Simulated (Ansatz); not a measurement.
**Geometry relaxation, with input and output: CH₅B₂**

CH₅B₂, multiplicity 2, computed with UKS PBE-D4/def2-SVP (Ansatz 0.2.0).

Figures and captions count atoms from 1; the log counts them from 0 in places.

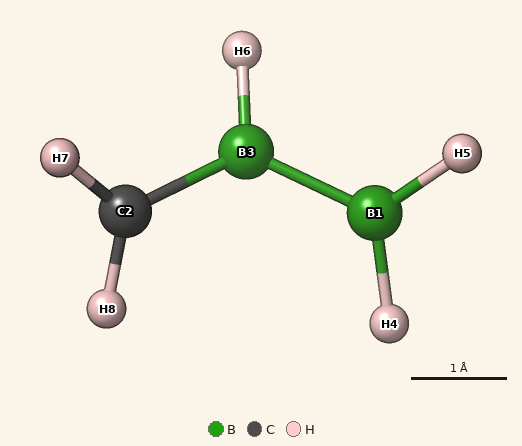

*The structure as given in the input (ball-and-stick view, seen on its broad side; atoms are numbered from 1 in the order of the input).*

Results in brief:

- outcome: converged
- total energy: −2462.0652 eV
- mean-field energy: −2461.9704 eV
- dispersion energy: −0.0948 eV
- ⟨S²⟩: 0.755
- SCF solution under orbital rotations: stable
- largest force (length of the vector) at the end: 0.015 eV/Å
- dipole moment: 1.00 D
- hardware: 2 threads of Intel Xeon @ 2.50GHz, 11 GiB of memory available, shared host
- wall time: 29 s (CPU time 54 s)
- peak memory: 0.16 GiB

Input file:
```yaml
crystal:
  periodic: [false, false, false]
  atoms:
    - {symbol: B, position_ang: [-0.848362, 0.768984, -0.681184]}
    - {symbol: C, position_ang: [0.741502, -1.002059, 0.470222]}
    - {symbol: B, position_ang: [0.108839, 0.373486, 0.424283]}
    - {symbol: H, position_ang: [-1.759526, 0.045992, -0.971177]}
    - {symbol: H, position_ang: [-0.693487, 1.784256, -1.299496]}
    - {symbol: H, position_ang: [0.484705, 1.182681, 1.149836]}
    - {symbol: H, position_ang: [1.789177, -1.118758, 0.581390]}
    - {symbol: H, position_ang: [0.137526, -1.866344, 0.361482]}
basis:
  gaussian: {orbitals: def2-SVP}
magnetization: {spin_polarized: true, initial_magnetization: 1}
hamiltonian: {xc: pbe, dispersion: d4}
relax: {f_tol: 0.03, max_steps: 250}
```

Run as:
```bash
ansatz run in.yaml --threads 2 --pin off --events-out ev --progress --plain --max-ram 4352MiB
```

The program's output:
```
Functional definition: PBE
  name "PBE"
  cite "Perdew, Burke & Ernzerhof, Phys. Rev. Lett. 77, 3865 (1996) doi:10.1103/PhysRevLett.77.3865"
  parent pbe
  parameter kappa = 0.804
  parameter beta = 0.06672455060314922
  exchange = pbe_x(kappa = kappa, mu = beta*pi^2/3)
  correlation = pbe_c(beta = beta)
756 factors; their error is unknown
mean field evaluation 1: about -2456.4944 eV, gradient 2.6e1 eV
mean field evaluation 2: about -2454.7071 eV, gradient 3.2e1 eV
mean field evaluation 4: about -2461.2635 eV, gradient 2.8e0 eV
mean field evaluation 8: about -2461.3162 eV, gradient 6.9e-2 eV
mean field evaluation 16: about -2461.2947 eV, gradient 6.4e-5 eV
mean field -2461.29467777 eV, -90.4509110824 hartree, gradient 6.4e-5 eV, S^2 0.762812; 0 other end points of the search recorded, 0 dependent functions left out
the calculation of the forces begins
reference -2461.29471083 eV, -90.4509122976 hartree; 11, 10 occupied and 56, 57 virtual orbitals, 756 factors
relax step   1: F+E_penalty+E_count = -2461.39345886 eV  Δ(F+E_penalty+E_count) = +0.000e0 eV  max|allowed force component| = 2.607e0 eV/Å  Δτ_max = 0.0000 Å  (28 SCF iters, accepted)
these checks for a lower state are left out or cut short: starts, cluster_reference, orbital_swaps, neighbouring_geometries, increment
756 factors; their error is unknown
mean field -2461.83647443 eV, -90.4708217427 hartree, gradient 1.3e-5 eV, S^2 0.759717; 0 other end points of the search recorded, 0 dependent functions left out
[... from here on the field's lines of each further geometry are left out, up to the last ...]
relax step   2: F+E_penalty+E_count = -2461.93402825 eV  Δ(F+E_penalty+E_count) = -5.406e-1 eV  max|allowed force component| = 1.017e0 eV/Å  Δτ_max = 0.1949 Å  (31 SCF iters, accepted)
relax step   3: F+E_penalty+E_count = -2462.02351992 eV  Δ(F+E_penalty+E_count) = -8.949e-2 eV  max|allowed force component| = 2.805e-1 eV/Å  Δτ_max = 0.1945 Å  (30 SCF iters, accepted)
relax step   4: F+E_penalty+E_count = -2462.04336706 eV  Δ(F+E_penalty+E_count) = -1.985e-2 eV  max|allowed force component| = 1.791e-1 eV/Å  Δτ_max = 0.1342 Å  (29 SCF iters, accepted)
relax step   5: F+E_penalty+E_count = -2462.02933684 eV  Δ(F+E_penalty+E_count) = +1.403e-2 eV  max|allowed force component| = 2.626e-1 eV/Å  Δτ_max = 0.2000 Å  (31 SCF iters, rejected (line search))
relax step   6: F+E_penalty+E_count = -2462.04954846 eV  Δ(F+E_penalty+E_count) = -6.181e-3 eV  max|allowed force component| = 1.491e-1 eV/Å  Δτ_max = 0.0985 Å  (29 SCF iters, accepted)
relax step   7: F+E_penalty+E_count = -2462.05205518 eV  Δ(F+E_penalty+E_count) = -2.507e-3 eV  max|allowed force component| = 9.671e-2 eV/Å  Δτ_max = 0.0262 Å  (31 SCF iters, accepted)
relax step   8: F+E_penalty+E_count = -2462.05676322 eV  Δ(F+E_penalty+E_count) = -4.708e-3 eV  max|allowed force component| = 1.101e-1 eV/Å  Δτ_max = 0.0564 Å  (30 SCF iters, accepted)
relax step   9: F+E_penalty+E_count = -2462.05711649 eV  Δ(F+E_penalty+E_count) = -3.533e-4 eV  max|allowed force component| = 2.937e-1 eV/Å  Δτ_max = 0.1932 Å  (30 SCF iters, accepted)
relax step  10: F+E_penalty+E_count = -2462.06271399 eV  Δ(F+E_penalty+E_count) = -5.598e-3 eV  max|allowed force component| = 1.462e-1 eV/Å  Δτ_max = 0.0780 Å  (30 SCF iters, accepted)
relax step  11: F+E_penalty+E_count = -2462.06437946 eV  Δ(F+E_penalty+E_count) = -1.665e-3 eV  max|allowed force component| = 8.259e-2 eV/Å  Δτ_max = 0.0417 Å  (30 SCF iters, accepted)
relax step  12: F+E_penalty+E_count = -2462.06447421 eV  Δ(F+E_penalty+E_count) = -9.475e-5 eV  max|allowed force component| = 7.124e-2 eV/Å  Δτ_max = 0.0150 Å  (26 SCF iters, accepted)
relax step  13: F+E_penalty+E_count = -2462.06213542 eV  Δ(F+E_penalty+E_count) = +2.339e-3 eV  max|allowed force component| = 1.685e-1 eV/Å  Δτ_max = 0.0603 Å  (30 SCF iters, rejected (line search))
relax step  14: F+E_penalty+E_count = -2462.06408688 eV  Δ(F+E_penalty+E_count) = +3.873e-4 eV  max|allowed force component| = 6.331e-2 eV/Å  Δτ_max = 0.0301 Å  (31 SCF iters, rejected (line search))
the calculation of the forces begins
reference -2461.97040282 eV, -90.4757435200 hartree; 11, 10 occupied and 56, 57 virtual orbitals, 756 factors
relax step  15: F+E_penalty+E_count = -2462.06515233 eV  Δ(F+E_penalty+E_count) = -6.781e-4 eV  max|allowed force component| = 1.484e-2 eV/Å  Δτ_max = 0.0147 Å  (26 SCF iters, accepted)
756 factors; their error is unknown
mean field evaluation 128: about -2461.9704 eV, gradient 2.1e-3 eV
```

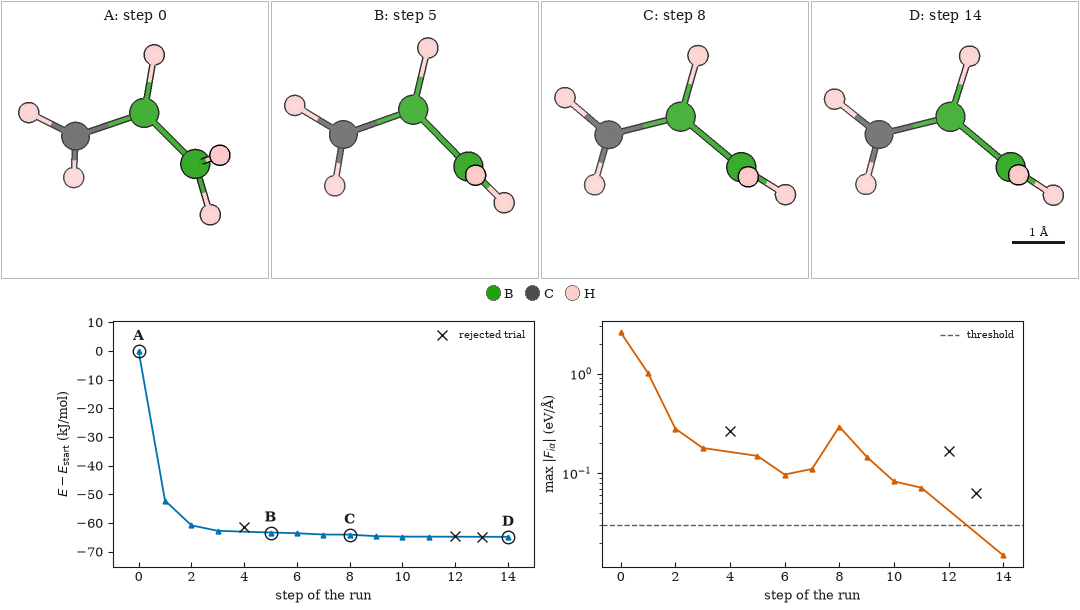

*Frames of the relaxation (ball-and-stick view, seen at a tilt) above the curves, on which the letters mark them (the first geometry is step 0 here and step 1 in the log).*

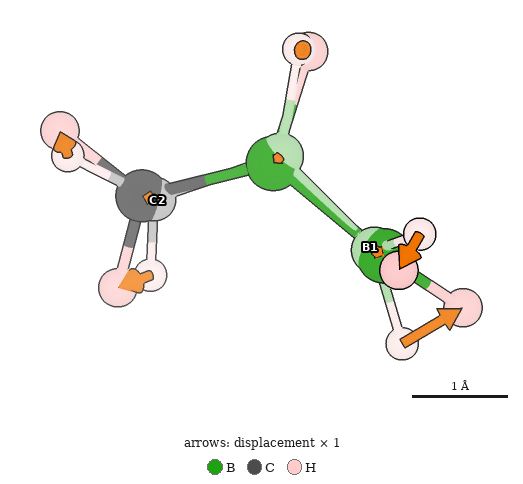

*Start (faint) and end (solid) with the displacements as orange arrows, at true length (ball-and-stick view, seen at a tilt). The two geometries are laid on each other by the best rigid fit.*

The largest move after the best rigid fit is that of H4, 0.75 Å. By element the largest moves are H 0.75 Å, C 0.13 Å, B 0.13 Å. Among the contacts that change: B1–B3 1.515 → 1.657 Å, B3–H6 1.150 → 1.235 Å, C2–H7 1.060 → 1.106 Å, C2–H8 1.060 → 1.104 Å. Among the angles that change: B1–B3–C2 121.5° → 130.2°, B1–B3–H6 118.9° → 111.0°, H7–C2–H8 119.0° → 113.7°. The energy falls by 64.8 kJ/mol in 14 geometry steps. Largest force component: 2.6 eV/Å at the start, 0.015 eV/Å at the end. The line search rejected the trial steps at points 4, 12, 13 (counted from 0) and went back. (Atoms are counted from 1 in the order of the input.)

```
mean field -2461.97036880 eV, -90.4757422699 hartree, gradient 1.6e-5 eV, S^2 0.754996; 1 other end points of the search recorded, 0 dependent functions left out
the calculation of the forces begins
reference -2461.97040282 eV, -90.4757435200 hartree; 11, 10 occupied and 56, 57 virtual orbitals, 756 factors
Total energy: -2462.06518635 eV, -90.4792267506 hartree
Atom 0 at    -0.943605     0.821614    -0.751238 Å, force    -0.001218    -0.004850     0.005704 eV/Å
Atom 1 at     0.874009    -1.044020     0.472403 Å, force     0.014845     0.004262    -0.001064 eV/Å
Atom 2 at     0.121066     0.268219     0.390985 Å, force    -0.004833     0.001106    -0.009762 eV/Å
Atom 3 at    -2.141995     0.592185    -0.642721 Å, force     0.003922     0.005995     0.001206 eV/Å
Atom 4 at    -0.621433     1.540131    -1.682959 Å, force    -0.000433     0.000035    -0.002343 eV/Å
Atom 5 at     0.301898     1.113430     1.273553 Å, force     0.000207     0.001517     0.006078 eV/Å
Atom 6 at     1.895147    -1.124267     0.888675 Å, force    -0.011222     0.004960     0.000795 eV/Å
Atom 7 at     0.475287    -1.999052     0.086657 Å, force    -0.001268    -0.013025    -0.000615 eV/Å
Dipole moment:     0.106143    -0.177665     0.016041 e Å
```

Trajectory as extended XYZ (Å, eV, eV/Å), 15 frames, from step=1 to step=15:
```
8
Properties=species:S:1:pos:R:3:forces:R:3 step=1 energy=-2461.39346
B    -0.8484    0.7690   -0.6812   -2.2692   0.7955  -2.6075
C     0.7415   -1.0021    0.4702   -0.8812   2.1994  -0.1136
B     0.1088    0.3735    0.4243    2.2911  -2.5627   1.9408
H    -1.7595    0.0460   -0.9712   -0.6665  -0.1008  -0.0903
H    -0.6935    1.7843   -1.2995    0.1063   0.2306  -0.5422
H     0.4847    1.1827    1.1498    0.5321   1.3953   1.5200
H     1.7892   -1.1188    0.5814    1.6260  -0.4603   0.1858
H     0.1375   -1.8663    0.3615   -0.7386  -1.4968  -0.2931
8
Properties=species:S:1:pos:R:3:forces:R:3 step=2 energy=-2461.93403
B    -0.8819    0.7747   -0.7081   -0.7534   0.3499  -1.0166
C     0.7744   -0.9915    0.4742   -0.3366   0.5139  -0.1365
B     0.1447    0.3789    0.4675    0.6068  -0.6232   0.7779
H    -1.9056    0.1266   -0.8998   -0.0260   0.1688   0.0554
H    -0.6448    1.7059   -1.4712   -0.0358  -0.2180  -0.0441
H     0.4572    1.1954    1.3008    0.0943   0.3484   0.3764
H     1.8471   -1.1406    0.6169    0.3982  -0.2447   0.0710
H     0.1691   -1.8811    0.2551    0.0525  -0.2951  -0.0835
8
Properties=species:S:1:pos:R:3:forces:R:3 step=3 energy=-2462.02352
B    -0.9043    0.7809   -0.7213   -0.2805   0.1420  -0.2291
C     0.8031   -0.9823    0.4387   -0.1049  -0.0581   0.2427
B     0.1205    0.3655    0.5189    0.2570   0.0220  -0.1054
H    -2.0215    0.2564   -0.8129    0.2341   0.1697   0.0003
H    -0.5917    1.5931   -1.5982   -0.0856  -0.2754   0.1894
H     0.4346    1.1936    1.3717   -0.0812  -0.0492   0.0552
H     1.8732   -1.1407    0.6866   -0.1230  -0.0264  -0.1198
H     0.2465   -1.8982    0.1517    0.1842   0.0754  -0.0333
8
Properties=species:S:1:pos:R:3:forces:R:3 step=4 energy=-2462.04337
B    -0.9058    0.7904   -0.7203   -0.0223  -0.0125  -0.0247
C     0.8087   -0.9757    0.4537    0.0805  -0.1791   0.0110
B     0.1242    0.3684    0.5172   -0.0963   0.0119  -0.0070
H    -2.0568    0.3735   -0.7578    0.0164   0.0122   0.0181
H    -0.5555    1.4813   -1.6628   -0.0072   0.0254   0.0146
H     0.3585    1.1601    1.4257    0.0579   0.0490  -0.0217
H     1.8870   -1.1276    0.6515   -0.0208   0.0602   0.0567
H     0.3000   -1.9021    0.1283   -0.0081   0.0328  -0.0470
8
Properties=species:S:1:pos:R:3:forces:R:3 step=5 energy=-2462.02934 accepted=F
B    -0.9278    0.7825   -0.7130    0.1767   0.0744   0.0293
C     0.7978   -0.9807    0.4596    0.2164  -0.2626  -0.0203
B     0.1335    0.3783    0.5038   -0.1016   0.2350  -0.0146
H    -2.0703    0.3503   -0.7157   -0.0744   0.0379   0.0057
H    -0.5965    1.4747   -1.6602   -0.0629   0.0059  -0.0608
H     0.4447    1.1988    1.3690   -0.1219  -0.1163  -0.0053
H     1.8200   -1.1739    0.8342    0.0565   0.0638  -0.0249
H     0.3589   -1.8617   -0.0423   -0.0887  -0.0380   0.0909
8
Properties=species:S:1:pos:R:3:forces:R:3 step=6 energy=-2462.04955
B    -0.9143    0.7849   -0.7254    0.0109   0.1059   0.0436
C     0.8108   -0.9862    0.4617    0.0973  -0.1491  -0.0214
B     0.1277    0.3648    0.5045   -0.0436  -0.0134  -0.0561
H    -2.0732    0.3872   -0.7295    0.0213   0.0037  -0.0004
H    -0.5812    1.4855   -1.6682   -0.0177  -0.0269  -0.0029
H     0.3882    1.1725    1.3942   -0.0259  -0.0156  -0.0179
H     1.8701   -1.1437    0.7472   -0.0621   0.0441  -0.0014
H     0.3323   -1.8967    0.0510    0.0197   0.0513   0.0566
8
Properties=species:S:1:pos:R:3:forces:R:3 step=7 energy=-2462.05206
B    -0.9219    0.7985   -0.7234    0.0542  -0.0238   0.0242
C     0.8197   -0.9911    0.4528    0.0274  -0.0866   0.0647
B     0.1239    0.3563    0.4937    0.0079  -0.0113  -0.0967
H    -2.0804    0.4069   -0.7227   -0.0423   0.0229   0.0119
H    -0.5875    1.4857   -1.6728   -0.0108   0.0326  -0.0165
H     0.3872    1.1634    1.3823   -0.0260  -0.0141   0.0169
H     1.8685   -1.1418    0.7732   -0.0170   0.0374  -0.0208
H     0.3509   -1.9099    0.0522    0.0066   0.0428   0.0164
8
Properties=species:S:1:pos:R:3:forces:R:3 step=8 energy=-2462.05676
B    -0.9283    0.8083   -0.7321    0.0334  -0.0538   0.0615
C     0.8328   -1.0063    0.4574   -0.0076   0.0232   0.0597
B     0.1202    0.3361    0.4700    0.0531  -0.0934  -0.1101
H    -2.0995    0.4579   -0.7079   -0.0490   0.0161   0.0101
H    -0.5978    1.4980   -1.6792    0.0110   0.0465  -0.0361
H     0.3711    1.1437    1.3616   -0.0218   0.0195   0.0299
H     1.8779   -1.1314    0.7992   -0.0195   0.0154  -0.0115
H     0.3839   -1.9380    0.0664    0.0005   0.0266  -0.0035
8
Properties=species:S:1:pos:R:3:forces:R:3 step=9 energy=-2462.05712
B    -0.9520    0.8327   -0.7560   -0.2005  -0.1428   0.1564
C     0.8772   -1.0485    0.4656    0.1249   0.1696   0.1051
B     0.1207    0.2769    0.3890    0.0109  -0.2401  -0.0719
H    -2.1676    0.6245   -0.6377    0.2937   0.0369  -0.0087
H    -0.6318    1.5181   -1.7089    0.0260   0.0583  -0.0506
H     0.3213    1.0898    1.2937   -0.0135   0.0557  -0.0067
H     1.8915   -1.1151    0.9230   -0.2582  -0.0144  -0.1395
H     0.5011   -2.0101    0.0667    0.0166   0.0768   0.0159
8
Properties=species:S:1:pos:R:3:forces:R:3 step=10 energy=-2462.06271
B    -0.9416    0.8192   -0.7484    0.0791   0.0081   0.0461
C     0.8593   -1.0338    0.4682    0.0848   0.0626   0.0408
B     0.1193    0.2944    0.4193    0.0318  -0.1128  -0.0685
H    -2.1331    0.5590   -0.6624   -0.0461  -0.0059   0.0021
H    -0.6179    1.5195   -1.6947   -0.0001  -0.0120   0.0193
H     0.3305    1.1154    1.3142   -0.0167   0.0196  -0.0038
H     1.8921   -1.1225    0.8663   -0.1462   0.0014  -0.0504
H     0.4518   -1.9830    0.0728    0.0134   0.0390   0.0143
8
Properties=species:S:1:pos:R:3:forces:R:3 step=11 energy=-2462.06438
B    -0.9417    0.8217   -0.7460    0.0414  -0.0437  -0.0022
C     0.8699   -1.0428    0.4705    0.0636   0.0307   0.0390
B     0.1235    0.2747    0.4032   -0.0720  -0.0005  -0.0826
H    -2.1385    0.5846   -0.6470   -0.0171   0.0055   0.0190
H    -0.6196    1.5282   -1.6867    0.0079   0.0165   0.0050
H     0.3041    1.1207    1.2824    0.0252  -0.0019   0.0369
H     1.8943   -1.1251    0.8828   -0.0580  -0.0118  -0.0256
H     0.4682   -1.9937    0.0763    0.0091   0.0051   0.0104
8
Properties=species:S:1:pos:R:3:forces:R:3 step=12 energy=-2462.06447
B    -0.9421    0.8222   -0.7473    0.0281  -0.0318  -0.0095
C     0.8704   -1.0439    0.4717    0.0668   0.0274   0.0416
B     0.1233    0.2728    0.3986   -0.0436  -0.0165  -0.0712
H    -2.1379    0.5806   -0.6508   -0.0226   0.0058   0.0203
H    -0.6226    1.5409   -1.6794    0.0114   0.0092  -0.0011
H     0.3042    1.1230    1.2741    0.0211  -0.0036   0.0416
H     1.8948   -1.1290    0.8823   -0.0401   0.0141  -0.0125
H     0.4704   -1.9983    0.0862   -0.0212  -0.0047  -0.0091
8
Properties=species:S:1:pos:R:3:forces:R:3 step=13 energy=-2462.06214 accepted=F
B    -0.9428    0.8080   -0.7631   -0.1034   0.1685   0.1578
C     0.8820   -1.0509    0.4742    0.0288  -0.0152   0.0179
B     0.1202    0.2528    0.3795   -0.0512  -0.0259  -0.0743
H    -2.1511    0.6314   -0.6211    0.0973  -0.0515  -0.0479
H    -0.6217    1.5450   -1.6799    0.0119  -0.0463  -0.0559
H     0.2819    1.1097    1.2553    0.0008   0.0035  -0.0053
H     1.8977   -1.1185    0.9046    0.0039  -0.0164   0.0002
H     0.4943   -2.0094    0.0859    0.0119  -0.0167   0.0075
8
Properties=species:S:1:pos:R:3:forces:R:3 step=14 energy=-2462.06409 accepted=F
B    -0.9416    0.8242   -0.7546   -0.0250  -0.0094   0.0014
C     0.8824   -1.0432    0.4701   -0.0509   0.0588  -0.0013
B     0.1211    0.2639    0.3853    0.0277  -0.0217   0.0215
H    -2.1411    0.6019   -0.6416    0.0103   0.0008  -0.0008
H    -0.6206    1.5423   -1.6872    0.0067   0.0026   0.0097
H     0.2848    1.1007    1.2799    0.0165   0.0265  -0.0146
H     1.9069   -1.1222    0.8760   -0.0013   0.0058   0.0175
H     0.4686   -1.9994    0.1075    0.0161  -0.0633  -0.0334
8
Properties=species:S:1:pos:R:3:forces:R:3 step=15 energy=-2462.06515
B    -0.9436    0.8216   -0.7512   -0.0012  -0.0049   0.0057
C     0.8740   -1.0440    0.4724    0.0148   0.0043  -0.0011
B     0.1211    0.2682    0.3910   -0.0048   0.0011  -0.0098
H    -2.1420    0.5922   -0.6427    0.0039   0.0060   0.0012
H    -0.6214    1.5401   -1.6830   -0.0004   0.0000  -0.0023
H     0.3019    1.1134    1.2736    0.0002   0.0015   0.0061
H     1.8951   -1.1243    0.8887   -0.0112   0.0050   0.0008
H     0.4753   -1.9991    0.0867   -0.0013  -0.0130  -0.0006
```

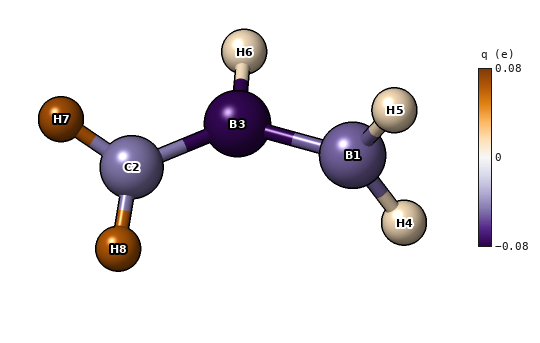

*Mulliken charges, as the colour of each atom (ball-and-stick view, seen at a tilt; atoms are numbered from 1 in the order of the input).*

By element: B −0.08 to −0.05, C −0.05 and H +0.01 to +0.07 e.
